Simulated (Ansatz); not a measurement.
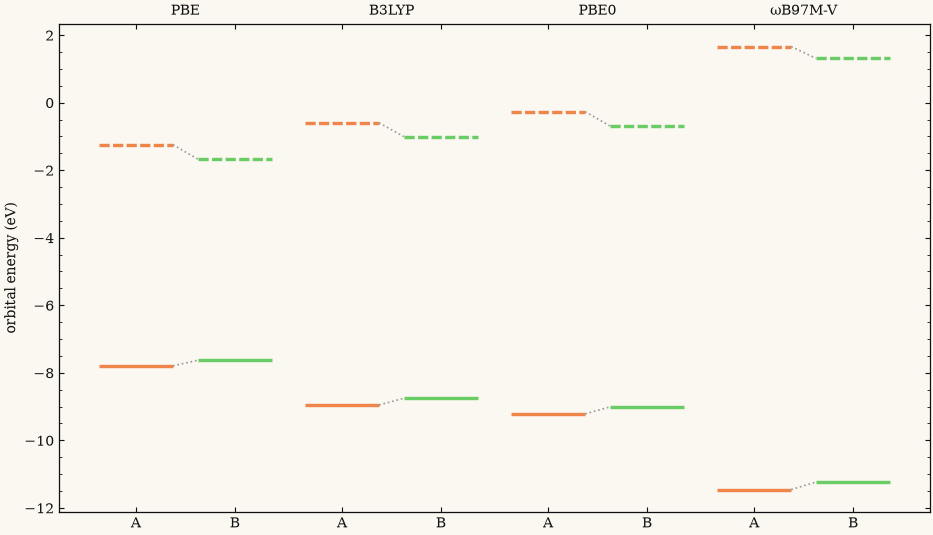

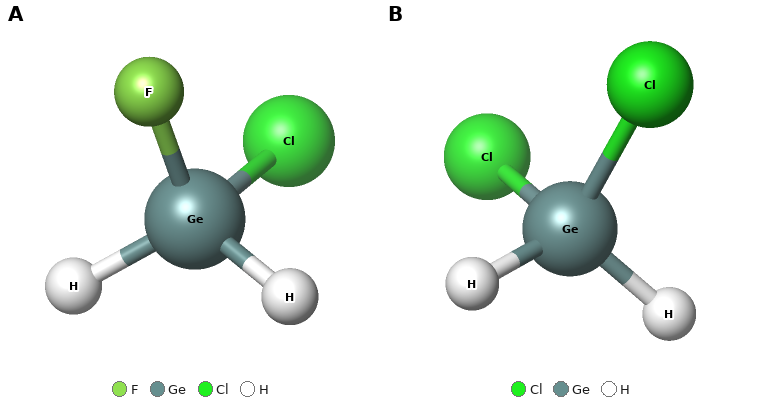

One change: A, GeH₂ClF (SMILES [F][GeH2][Cl]), becomes B, GeH₂Cl₂ (SMILES [Cl][GeH2][Cl]). F on Ge is replaced by Cl. HOMO (solid) and LUMO (dashed) computed in def2-TZVPP at PBE0-D4/def2-TZVP geometries, both minima by their frequencies, gas phase, the Ansatz code. Empty levels above zero depend strongly on the basis.

> What does the change do to HOMO and LUMO?

PBE: the HOMO rises by 0.17 eV, the LUMO falls by 0.43 eV, and the separation goes from 6.55 to 5.96 eV. B3LYP: the HOMO rises by 0.20 eV, the LUMO falls by 0.41 eV, and the separation goes from 8.36 to 7.75 eV. PBE0: the HOMO rises by 0.20 eV, the LUMO falls by 0.42 eV, and the separation goes from 8.95 to 8.32 eV. ωB97M-V: the HOMO rises by 0.22 eV, the LUMO falls by 0.35 eV, and the separation goes from 13.12 to 12.55 eV.

> Do the functionals agree on the effect?

They agree on the direction for both levels; the HOMO shift lies between 0.17 and 0.22 eV and the LUMO shift between −0.43 and −0.35 eV, while the separations themselves differ by up to 6.6 eV between functionals.
